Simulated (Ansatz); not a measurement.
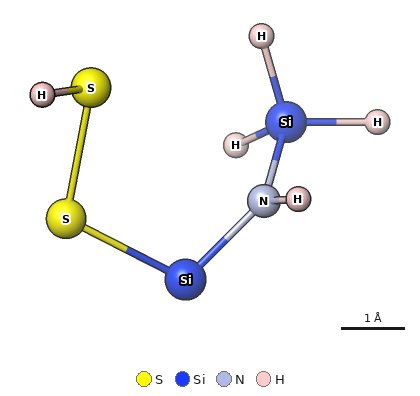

Figure 1. The input geometry (ball-and-stick view, seen at a tilt).

Run report: Si₂NH₅S₂, phonon calculation

System: Si₂NH₅S₂.
Method: RKS PBE0/6-31G (Ansatz 0.2.0).

It belongs to a series of runs on one base structure; here: vibrations at the highest image of the band.

### What the program printed
```
Engine: ansatz 0.2.0, aarch64-unknown-linux-gnu
Functional definition: PBE0
  parameter a = 0.25
  parameter kappa = 0.804
  parameter beta = 0.06672455060314922
  exchange = (1 - a)*pbe_x(kappa = kappa, mu = beta*pi^2/3) + a*exact_x
  correlation = pbe_c(beta = beta)
909 factors; integrals over basis functions are off by at most 1.7e-4 eV
mean field evaluation 1: about -38970.5119 eV, gradient 5.2e1 eV
mean field evaluation 2: about -38934.4196 eV, gradient 1.1e2 eV
mean field evaluation 4: about -38975.7768 eV, gradient 1.1e1 eV
mean field evaluation 8: about -38976.2258 eV, gradient 1.8e-1 eV
mean field evaluation 16: about -38976.2260 eV, gradient 2.6e-5 eV
mean field -38976.22597901 eV, -1432.3498856938 hartree, gradient 2.6e-5 eV, S^2 0.000000; 0 other end points of the search recorded, 0 dependent functions left out
the calculation of the forces begins
reference -38976.22600921 eV, -1432.3498868034 hartree; 36, 36 occupied and 35, 35 virtual orbitals, 909 factors
these checks for a lower state are left out or cut short: stability, starts, cluster_reference, orbital_swaps, neighbouring_geometries, increment
909 factors; integrals over basis functions are off by at most 1.7e-4 eV
mean field -38976.22598476 eV, -1432.3498859050 hartree, gradient 2.1e-6 eV, S^2 0.000000; 0 other end points of the search recorded, 0 dependent functions left out
[... from here on the field's lines of each further geometry are left out, up to the last ...]
the calculation of the forces begins
reference -38976.22597967 eV, -1432.3498857179 hartree; 36, 36 occupied and 35, 35 virtual orbitals, 909 factors
these checks for a lower state are left out or cut short: stability, starts, cluster_reference, orbital_swaps, neighbouring_geometries, increment
909 factors; integrals over basis functions are off by at most 1.7e-4 eV
mean field -38976.22594920 eV, -1432.3498845983 hartree, gradient 1.6e-6 eV, S^2 0.000000; 0 other end points of the search recorded, 0 dependent functions left out
the calculation of the forces begins
reference -38976.22597939 eV, -1432.3498857079 hartree; 36, 36 occupied and 35, 35 virtual orbitals, 909 factors
WARN: phonons: modes at or below zero, which the zero-point energy, F, S and C_V leave out: 2, the lowest at -245.48 cm⁻¹. A minimum has none, and a first-order saddle one
Total energy: -38976.22600921 eV, -1432.3498868034 hartree
Atom 0 at    -0.562352     2.141651     1.336358 Å, force     0.003937    -0.001499    -0.001113 eV/Å
Atom 1 at    -1.093602     0.230646     2.406451 Å, force     0.006315     0.002109     0.003214 eV/Å
Atom 2 at    -0.090413    -1.561246     1.417568 Å, force    -0.003006    -0.004288     0.004017 eV/Å
Atom 3 at     0.782745    -0.889646     0.012751 Å, force    -0.004150     0.004220    -0.003368 eV/Å
Atom 4 at     0.078497    -0.597401    -1.609533 Å, force     0.000092     0.000980    -0.001430 eV/Å
Atom 5 at    -0.359130     2.866541     2.489653 Å, force    -0.005940    -0.000751    -0.002447 eV/Å
Atom 6 at    -1.283191    -1.232963    -1.582619 Å, force     0.000516     0.000787    -0.000804 eV/Å
Atom 7 at     1.756002    -0.623825     0.136597 Å, force     0.001408    -0.002467     0.001287 eV/Å
Atom 8 at    -0.064768     0.864587    -1.931386 Å, force    -0.000229    -0.000094     0.000572 eV/Å
Atom 9 at     0.919213    -1.249643    -2.672938 Å, force     0.001057     0.001004     0.000072 eV/Å
Dipole moment:     0.505402    -0.035463    -0.210484 e Å
Vibrations: -245.48 -42.28 70.31 74.41 94.86 159.58 257.34 321.59 407.12 445.41 586.32 686.90 722.88 793.70 885.43 904.96 929.08 959.31 1208.06 2173.84 2184.49 2198.07 2538.13 3606.81 cm⁻¹, zero-point energy 1.376758 eV
```

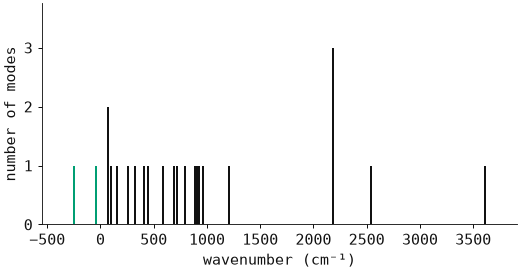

Figure 2. Harmonic vibrational wavenumbers from the force constants; neighbouring modes closer than 18 cm⁻¹ are counted in one stick, and imaginary ones are drawn at negative wavenumbers. 24 modes from 245i to 3607 cm⁻¹, 2 imaginary beyond 8i (245i, 42i cm⁻¹): not a minimum.

The run was set up as follows.

### Input file
```yaml
crystal:
  periodic: [false, false, false]
  atoms:
    - { symbol: S, position_ang: [-0.562352, 2.141651, 1.336358] }
    - { symbol: S, position_ang: [-1.093602, 0.230646, 2.406451] }
    - { symbol: Si, position_ang: [-0.090413, -1.561246, 1.417568] }
    - { symbol: "N", position_ang: [0.782745, -0.889646, 0.012751] }
    - { symbol: Si, position_ang: [0.078497, -0.597401, -1.609533] }
    - { symbol: H, position_ang: [-0.35913, 2.866541, 2.489653] }
    - { symbol: H, position_ang: [-1.283191, -1.232963, -1.582619] }
    - { symbol: H, position_ang: [1.756002, -0.623825, 0.136597] }
    - { symbol: H, position_ang: [-0.064768, 0.864587, -1.931386] }
    - { symbol: H, position_ang: [0.919213, -1.249643, -2.672938] }
basis:
  gaussian: { orbitals: "6-31G" }
hamiltonian:
  xc: pbe0
phonons: {}
```

Launch command:
```bash
ansatz run input.yaml --threads 1 --pin off --max-ram 2048MiB --backend cpu --events-out ev --progress --plain --runs-dir out
```

### Key numbers

| quantity | value |
| --- | --- |
| outcome | converged |
| total energy | −38976.2260 eV |
| mean-field energy | −38976.2260 eV |
| largest force (length of the vector) | 0.007 eV/Å |
| hardware | 1 thread of Arm Neoverse V1, 24 GiB of memory available, shared host |
| wall time | 3.7 min |
| peak memory | 0.17 GiB |
